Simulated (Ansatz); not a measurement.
# wB97M-V/STO-3G run of H3PO (SMILES O=[PH3])

What is the energy change on altering one bond length of H3PO at wB97M-V/STO-3G? 

The calculation is run with Ansatz 0.2.0.

62 further runs of the same task are left out: 5 that didn't finish, 57 set aside as unsound or not needed.

## Step 1: The molecule

The species is H3PO (5 atoms), meant as a singlet with charge 0. SMILES: `O=[PH3]`. The coordinates come from a GFN2-xTB relaxation.

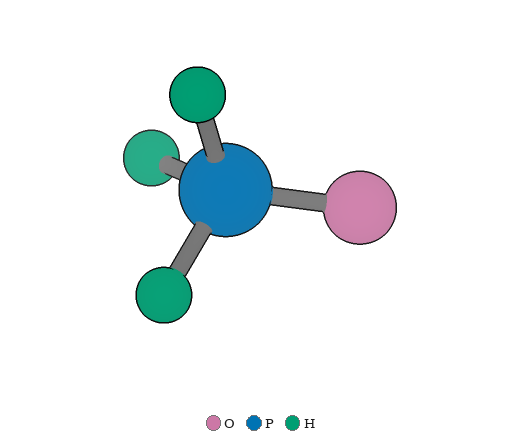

Viewed from a chosen angle; oxygen pink, phosphorus blue, hydrogen teal.

## Step 2: The energy at wB97M-V/STO-3G

input.yaml reads:

```yaml
basis:
  gaussian:
    orbitals: STO-3G
crystal:
  periodic: [false, false, false]
  atoms:
    - {symbol: O, position_ang: [-1.381960, -0.328270, 0.532950]}
    - {symbol: P, position_ang: [-0.058510, -0.014650, 0.022530]}
    - {symbol: H, position_ang: [0.807060, 0.564860, 0.939400]}
    - {symbol: H, position_ang: [0.663660, -1.098320, -0.454890]}
    - {symbol: H, position_ang: [-0.030250, 0.876380, -1.039990]}
hamiltonian:
  xc: {name: wB97M-V}
accuracy: high
```

Launch:

```sh
$ ansatz run input.yaml --threads 1 --pin off --max-ram 2610MiB --events-out events.jsonl --progress --plain --runs-dir runs
```

The program printed:

```text
Warning: RAYON_NUM_THREADS=1 ignored (pool sized by the plan → 1); use --threads N
Functional definition: wB97M-V
  name "wB97M-V"
  parameter omega = 0.3/bohr
  parameter cx = 0.15
  parameter cx01 = 1.007
  parameter cx10 = 0.259
  parameter css00 = 0.443
  parameter css04 = -1.437
  parameter css10 = -4.535
  parameter css20 = -3.390
  parameter css43 = 4.278
  parameter cos00 = 1.000
  parameter cos10 = 1.358
  parameter cos20 = 2.924
  parameter cos21 = -8.812
  parameter cos60 = -1.390
  parameter cos61 = 9.142
  parameter b = 6.0
  parameter c = 0.01
  gx(w, u) = 1 - cx + cx01*u + cx10*w
  gss(w, u) = css00 + css04*u^4 + css10*w + css20*w^2 + css43*w^4*u^3
  gos(w, u) = cos00 + cos10*w + (cos20 + cos21*u)*w^2 + (cos60 + cos61*u)*w^6
  exchange = spin_sum(e_x_unif_sr(omega)*gx(b97_w, b97_u_x)) + cx*exact_x_sr(omega) + exact_x_lr(omega)
  correlation = spin_sum(e_c_pw_mod_same_spin*gss(b97_w, b97_u_same))
      + integral(e_c_pw_mod_opposite_spin*gos(b97_w_opposite, b97_u_opposite)) + vv10(b, c)
290 factors; integrals over basis functions are off by at most 2.3e-8 eV
123 factors; integrals over basis functions are off by at most 8.3e-10 eV
mean field evaluation 1: about -11242.2037 eV, gradient 3.5e1 eV
mean field evaluation 2: about -11237.1606 eV, gradient 6.4e1 eV
mean field evaluation 4: about -11247.3632 eV, gradient 5.2e-1 eV
mean field evaluation 8: about -11247.3538 eV, gradient 3.4e-3 eV
mean field evaluation 16: about -11247.3538 eV, gradient 1.6e-7 eV
mean field -11247.35377826 eV, -413.3326276210 hartree, gradient 1.1e-8 eV, S^2 0.000000; 0 other end points of the search recorded, 0 dependent functions left out
reference -11247.35378032 eV, -413.3326276966 hartree; 13, 13 occupied and 4, 4 virtual orbitals, 290 factors
Total energy: -11247.35378032 eV, -413.3326276966 hartree
```

Wall time 15 s (1 thread of Arm Neoverse V1, shared host); peak memory 0.25 GiB.

## Step 3: The distorted shape, same level

job.yaml reads:

```yaml
crystal:
  periodic: [false, false, false]
  atoms:
    - {symbol: O, position_ang: [-1.712818, -0.406674, 0.660553]}
    - {symbol: P, position_ang: [-0.058510, -0.014650, 0.022530]}
    - {symbol: H, position_ang: [0.807060, 0.564860, 0.939400]}
    - {symbol: H, position_ang: [0.663660, -1.098320, -0.454890]}
    - {symbol: H, position_ang: [-0.030250, 0.876380, -1.039990]}
basis:
  gaussian:
    orbitals: STO-3G
hamiltonian:
  xc: {name: wB97M-V}
accuracy: high
```

Launch:

```sh
$ ansatz run job.yaml --threads 1 --pin off --max-ram 2610MiB --events-out events.jsonl --progress --plain --runs-dir runs
```

The program printed, cut to the lines that bear on the results:

```text
Warning: RAYON_NUM_THREADS=1 ignored (pool sized by the plan → 1); use --threads N
[... 2 set-up lines as earlier in the session ...]
[...]
  gx(w, u) = 1 - cx + cx01*u + cx10*w
  gss(w, u) = css00 + css04*u^4 + css10*w + css20*w^2 + css43*w^4*u^3
  gos(w, u) = cos00 + cos10*w + (cos20 + cos21*u)*w^2 + (cos60 + cos61*u)*w^6
[...]
      + integral(e_c_pw_mod_opposite_spin*gos(b97_w_opposite, b97_u_opposite)) + vv10(b, c)
290 factors; integrals over basis functions are off by at most 2.6e-8 eV
125 factors; integrals over basis functions are off by at most 1.3e-9 eV
[...]
mean field -11247.12594220 eV, -413.3242548002 hartree, gradient 2.6e-8 eV, S^2 0.000000; 0 other end points of the search recorded, 0 dependent functions left out
reference -11247.12594427 eV, -413.3242548763 hartree; 13, 13 occupied and 4, 4 virtual orbitals, 290 factors
Total energy: -11247.12594427 eV, -413.3242548763 hartree
```

Wall time 15 s (1 thread of Arm Neoverse V1, shared host); peak memory 0.25 GiB.

## Step 4: Results

Level: wB97M-V/STO-3G.

```
                                                         quantity          value
                                        first shape: total energy  -413.33263 Eh
                                    distorted shape: total energy  -413.32425 Eh
energy change with the O1–P2 bond stretched from 1.453 to 1.816 Å       0.228 eV
```

What this shows: With the O1–P2 bond stretched from 1.453 to 1.816 Å the energy rises by 0.23 eV (22.0 kJ/mol). The first shape isn't relaxed at this level, so the change isn't measured from a minimum. The minimal basis adds a large error of its own.
